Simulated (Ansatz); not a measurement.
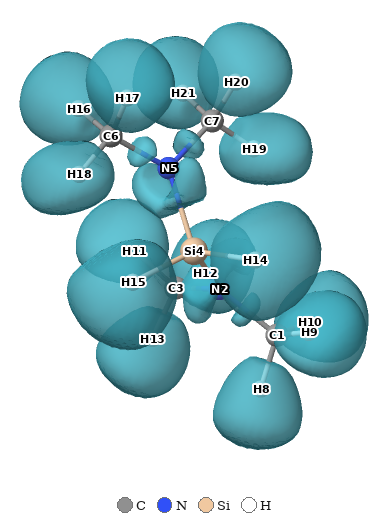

C4H14N2Si (SMILES CN(C)[SiH2]N(C)C). Isosurface of the ELF at 0.85 (cyan), seen at an oblique angle. Only the valence region is drawn (cores and ρ < 0.01 e/Å³ removed).

Geometry: PBE0-D4/def2-TZVP.

Method: isolated molecule in a Gaussian basis; Hartree-Fock (Ansatz 0.2.0).

```tsv
atom	x (Å)	y (Å)	z (Å)
C	1.0620	-1.9168	-1.6282
N	0.4006	-0.7425	-1.1231
C	0.6016	0.4343	-1.9301
Si	-0.7819	-0.7790	0.1167
N	-0.5709	0.5728	1.1486
C	-1.6623	1.3187	1.7176
C	0.7109	0.8733	1.7344
H	0.7007	-2.2018	-2.6271
H	0.8975	-2.7631	-0.9587
H	2.1454	-1.7531	-1.7072
H	0.1071	1.2945	-1.4739
H	1.6702	0.6724	-2.0187
H	0.2057	0.3119	-2.9488
H	-0.5875	-2.1224	0.7403
H	-2.2042	-0.6589	-0.3239
H	-1.4966	2.3994	1.6102
H	-1.7937	1.1131	2.7900
H	-2.5971	1.0698	1.2121
H	1.4976	0.3042	1.2347
H	0.7435	0.6339	2.8073
H	0.9517	1.9395	1.6276
```

Describe the localisation domains.

The surface consists of four regions between bonded C–N atoms (shared pairs), two regions between bonded N–Si atoms (shared pairs) and 14 regions around hydrogen nuclei.

Values along the shortest contacts:
C–N (1.44 Å): the ELF peaks at about 0.95 between the atoms (a shared electron pair). Si–N (1.71 Å): the ELF peaks at about 0.95 between the atoms: a polar covalent bond.
